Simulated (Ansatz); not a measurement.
## Electronic structure of AlClH5NSi···HF in real space

| atom | x (Å) | y (Å) | z (Å) |
| --- | --- | --- | --- |
| Al | -0.0794 | 0.5625 | -0.4456 |
| F | -0.2461 | 0.0965 | 2.3933 |
| Cl | 1.6603 | -0.6256 | -0.7717 |
| N | -1.6066 | -0.0024 | -1.1563 |
| H | -1.7329 | -0.8991 | -1.6327 |
| H | -2.5062 | 0.4751 | -1.0629 |
| Si | 0.1478 | 2.6531 | 0.6046 |
| H | 0.9419 | 2.4697 | 1.8943 |
| H | 0.8998 | 3.7083 | -0.1637 |
| H | -1.1713 | 3.2416 | 1.0387 |
| H | 0.3097 | 0.8350 | 2.5374 |

Not at a stationary point (largest force 0.9 eV/Å).

Theory: Ansatz, RKS PBE/def2-SVP.

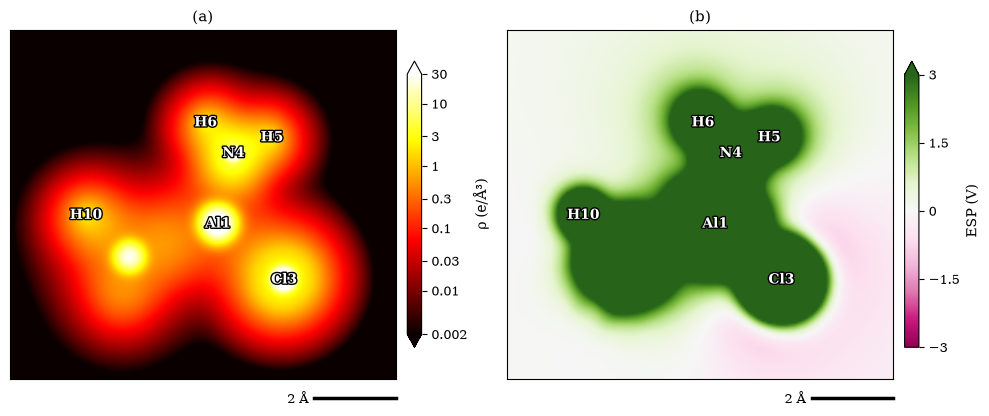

Figure 1. (a) electron density; (b) electrostatic potential on the plane of atoms Cl3, Al1 and N4.

**What do the fields say about this system?**

The plane passes through Al, Cl, N and H nuclei. Al–N (1.78 Å): ρ is about 0.82 e/Å³ halfway. Al–Cl (2.13 Å): the density is about 0.66 e/Å³ at the midpoint. N–H (1.02 Å): ρ is about 2.7 e/Å³ halfway. Outside the dense part of the complex the potential is most negative (−0.7 V) near Cl3.

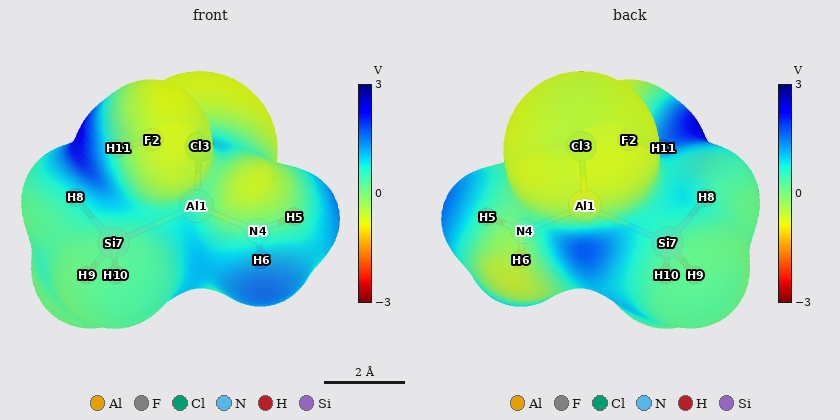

Figure 2. The electrostatic potential painted on the density surface at 0.002 e/bohr³, seen from the front and from behind; the colour scale runs from red (negative) to blue (positive).

**Which sites attract a positive test charge, and which a negative one?**

A positive charge is drawn to the negative regions and a negative charge to the positive ones. The most negative region (about −0.8 V) lies over F2 and Cl3, the most positive (about +2.5 V) over H11.

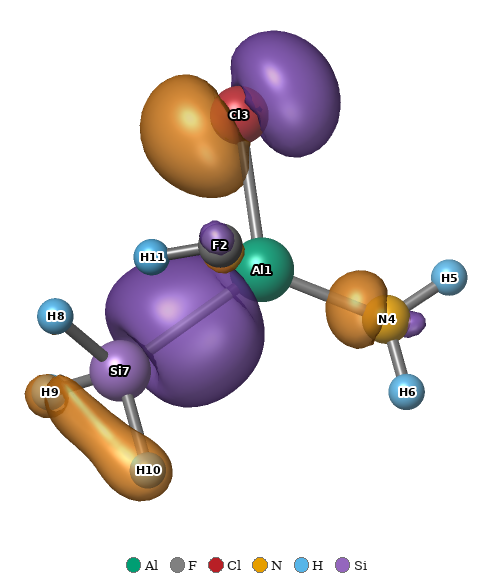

Figure 3. The HOMO−1 at ±0.15 Å⁻³ᐟ² (orange and purple are the two phases), seen at a tilt.

**What is the character of this orbital?**

By Hirshfeld shares it lies mainly on Cl3 (about 40 %), Si7 (about 30 %) and Al1 (about 15 %). Its energy is −6.87 eV.
